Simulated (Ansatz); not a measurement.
System: BrGaH$_{3}$ (charge −1).

Input file:

```
crystal:
  periodic: [false, false, false]
  atoms:
    - {symbol: Ga, position_ang: [-0.001486, 0.002376, -0.253484]}
    - {symbol: Br, position_ang: [0.013018, -0.020886, 2.228246]}
    - {symbol: H, position_ang: [1.538711, 0.010955, -0.667211]}
    - {symbol: H, position_ang: [-0.779192, 1.339633, -0.641228]}
    - {symbol: H, position_ang: [-0.771051, -1.332077, -0.666323]}
basis:
  gaussian: {orbitals: def2-TZVPD, initial_orbitals: start.molden}
total_charge: -1
hamiltonian: {xc: pbe0, dispersion: d4}
scf: {omitted_lower_state_checks: [starts]}
output: {orbitals: {seedname: orbitals}}
```

Command:

```sh
ansatz run in.yaml --threads 4 --pin off --events-out ev --progress --plain --max-ram 3916MiB
```

Geometry: r2SCAN-D4/def2-TZVPD.

All numbers below come from Ansatz 0.2.0, RKS PBE0-D4/def2-TZVPD.

**What will maps of the electron density and electron localisation function show?**

Ga–Br (2.48 Å): ρ is about 0.46 e/Å³ halfway, with its minimum of 0.38 e/Å³ about 1.1 Å from Ga; the ELF peaks at about 0.80 in the valence shell of Br, 1.1 Å from its nucleus, and is about 0.65 at the midpoint.
Ga–H (1.59 Å): ρ at the midpoint is about 0.89 e/Å³; the ELF climbs to about 1 towards the hydrogen.

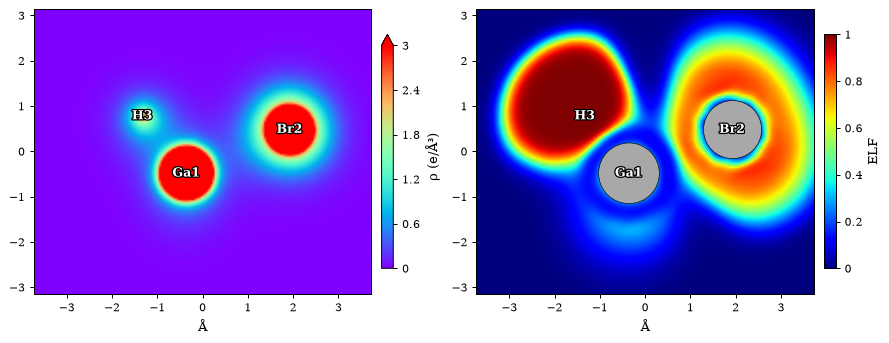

Computed electron density and electron localisation function on the plane of atoms Br2, Ga1 and H3, in this order. Grey discs cover the atomic cores in the ELF map. 
